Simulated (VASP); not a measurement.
Input:

```yaml
crystal:
  lattice:
    - [5.32720, 0.00000, 0.00000]
    - [0.00000, 5.32720, 0.00000]
    - [0.00000, 0.00000, 5.32720]
  atoms:
    - { symbol: Fe, position: [0.00000, 0.50000, 0.50000] }
    - { symbol: Fe, position: [0.50000, 0.00000, 0.50000] }
    - { symbol: Fe, position: [0.00000, 0.00000, 0.00000] }
    - { symbol: Fe, position: [0.50000, 0.50000, 0.00000] }
    - { symbol: S, position: [0.61792, 0.88208, 0.11792] }
    - { symbol: S, position: [0.11792, 0.61792, 0.88208] }
    - { symbol: S, position: [0.61792, 0.61792, 0.61792] }
    - { symbol: S, position: [0.38208, 0.38208, 0.38208] }
    - { symbol: S, position: [0.88208, 0.11792, 0.61792] }
    - { symbol: S, position: [0.88208, 0.38208, 0.11792] }
    - { symbol: S, position: [0.11792, 0.88208, 0.38208] }
    - { symbol: S, position: [0.38208, 0.11792, 0.88208] }
```

Calculation: PBEsol GGA, VASP's PBE PAW potentials (set 64) (plane waves; VASP). Numerical set-up: 400 eV cut-off, 6×6×6 Γ-centred mesh, tetrahedra with Blöchl corrections, potentials Fe S.

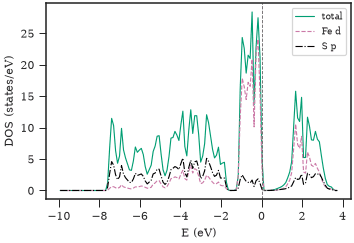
Total and projected density of states, zero at the valence-band maximum

Within 2 eV below the valence-band maximum the largest weight inside VASP's projection spheres is Fe d.

It has a band gap.

The compound is FeS2 in the pyrite structure. It was relaxed first, which changed the volume by -5 %. The run is not spin-polarised, so no magnetic state was tried.
